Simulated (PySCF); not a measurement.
## EPR calculation, with input and output: C7H11S

C7H11S, multiplicity 2, computed with UKS B3LYP, pcH-1 on C H S, non-relativistic, mean-field spin-orbit, GIAO (PySCF 2.14.0).

It belongs to a series of runs on one base structure; here: H removed from sp2 C.

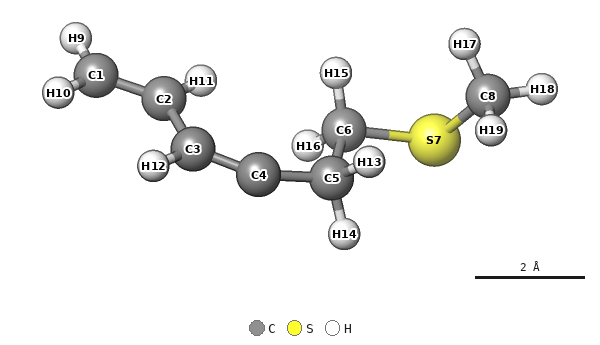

*The input geometry (ball-and-stick view, seen at a tilt; atoms are numbered from 1 in the order of the input).*

Bond lengths as drawn: C–C 1.30 to 1.54 Å, C–H 1.08 to 1.10 Å and C–S 1.82 Å.

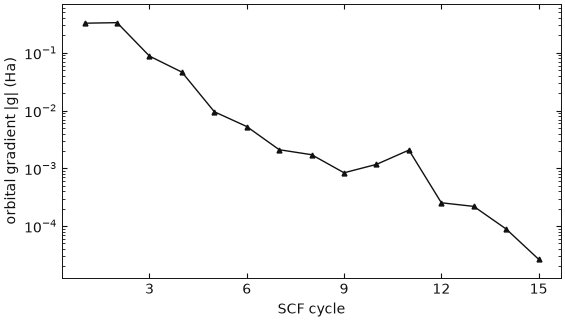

*Convergence of the self-consistent field: orbital gradient |g| against the SCF cycle.*

All cycles printed in the log are drawn one after another.

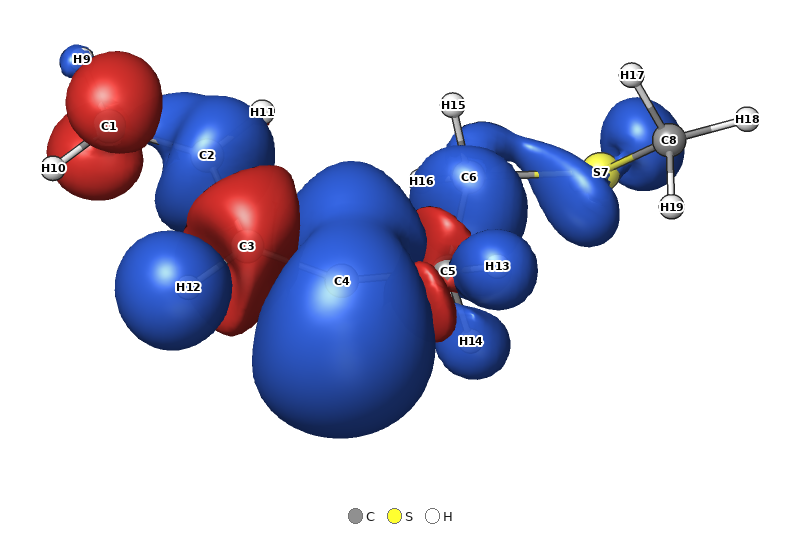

*Isosurfaces of the spin density (α minus β) at +0.005 (blue) and −0.005 e/Å³ (red), seen at a tilt.*

The unpaired spin (1 electron) lies mostly on C4 (about 0.7), in electrons by Hirshfeld's partition.

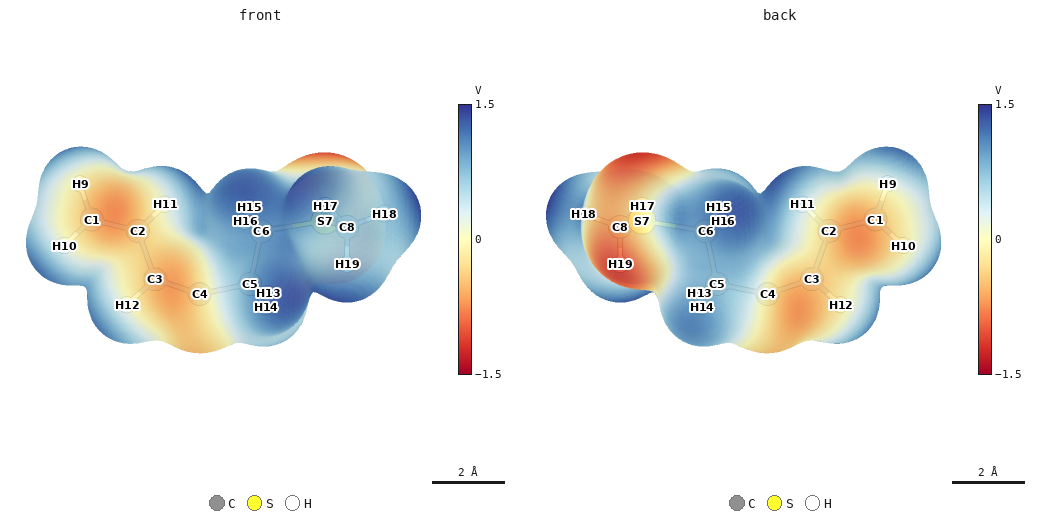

*The electrostatic potential painted on the density surface at 0.004 e/bohr³, seen at a tilt and from behind; the colour scale runs from red (negative) to blue (positive).*

These pictures come from the run below.

Input
```
{"job": {"kind": "epr", "basis": "pcH-1"}, "charge": 0, "multiplicity": 2}
C      3.787831     0.459709    -0.165621
C      2.488084     0.282074     0.030405
C      1.904820    -1.014062     0.382321
C      0.649652    -1.298226     0.583099
C     -0.732124    -0.873429     0.637939
C     -0.932814     0.618074     0.301411
S     -2.661175     1.154503     0.493501
C     -3.430463     0.305666    -0.915797
H      4.195378     1.422219    -0.424530
H      4.492795    -0.350423    -0.075291
H      1.799372     1.108682    -0.065675
H      2.643794    -1.806617     0.477998
H     -1.316676    -1.478124    -0.063868
H     -1.127615    -1.054239     1.643117
H     -0.620984     0.834876    -0.720236
H     -0.371394     1.239575     0.997151
H     -2.849097     0.492540    -1.814200
H     -4.424801     0.726426    -1.022381
H     -3.504385    -0.759973    -0.718006
```

The first line tells a small driver script what to run in PySCF; the rest is the geometry in Å.

Run as:
```bash
OMP_NUM_THREADS=1 python <driver script> task.json out
```

What the program printed
```
UKS, coarse grid
  cycle   1  E = -671.41388124  |g| = 3.26e-01
  cycle   2  E = -671.41229192  |g| = 3.33e-01
  cycle   3  E = -671.46729698  |g| = 8.78e-02
  cycle   4  E = -671.47046980  |g| = 4.63e-02
  cycle   5  E = -671.47166551  |g| = 9.54e-03
  cycle   6  E = -671.47173229  |g| = 5.29e-03
  cycle   7  E = -671.47176059  |g| = 2.10e-03
  cycle   8  E = -671.47177068  |g| = 1.72e-03
  cycle   9  E = -671.47177565  |g| = 8.37e-04
UKS, final grid
  cycle   1  E = -671.47180085  |g| = 1.17e-03
  cycle   2  E = -671.47179985  |g| = 2.07e-03
  cycle   3  E = -671.47180213  |g| = 2.53e-04
  cycle   4  E = -671.47180235  |g| = 2.19e-04
  cycle   5  E = -671.47180253  |g| = 8.88e-05
  cycle   6  E = -671.47180253  |g| = 2.66e-05
E = -671.47180253 Eh   <S^2> = 0.7616 (exact 0.7500)
g shifts (ppm)      1          2          3
  rmc          -164       -164       -164
  gc             38          8          8
  oz_so        -416         99       1072
  total        -542        -56        916
hyperfine (MHz)  atom isotope    a_iso     a_fc   dipolar eigenvalues
    0   13C      -2.52      -2.52     -9.21      2.96      6.26
    1   13C      91.85      91.86     -8.42     -1.93     10.35
    2   13C     -19.12     -19.12    -16.91      2.52     14.39
    3   13C     236.30     236.44    -84.08    -60.73    144.81
    4   13C      -0.06      -0.07     -3.70     -3.34      7.03
    5   13C      90.98      90.96     -6.40     -6.06     12.46
    6   33S       0.10       0.09     -4.03     -2.94      6.97
    7   13C      -0.29      -0.30     -0.32     -0.11      0.43
    8    1H       8.04       8.04     -1.30     -0.93      2.23
    9    1H       3.17       3.17     -2.39     -1.69      4.09
   10    1H      -6.33      -6.33     -4.87     -1.66      6.54
   11    1H     128.76     128.77     -6.39     -5.36     11.75
   12    1H      33.02      33.02     -6.60     -5.17     11.77
   13    1H      29.39      29.39     -6.53     -5.03     11.56
   14    1H      -4.32      -4.32     -4.53     -2.09      6.62
   15    1H      -4.59      -4.60     -4.83     -2.17      6.99
   16    1H      -0.31      -0.31     -0.91     -0.64      1.55
   17    1H       2.07       2.07     -0.62     -0.39      1.00
   18    1H       1.93       1.93     -1.06     -0.69      1.75
```

Summary

```json
{"quantity": "outcome", "value": "converged"}
{"quantity": "total energy", "value": "−671.471803 hartree"}
{"quantity": "⟨S²⟩", "value": "0.762"}
{"quantity": "isotropic g", "value": "2.0024"}
{"quantity": "hardware", "value": "1 CPU thread, shared host"}
{"quantity": "wall time", "value": "2 min"}
{"quantity": "peak memory", "value": "1.1 GiB"}
```
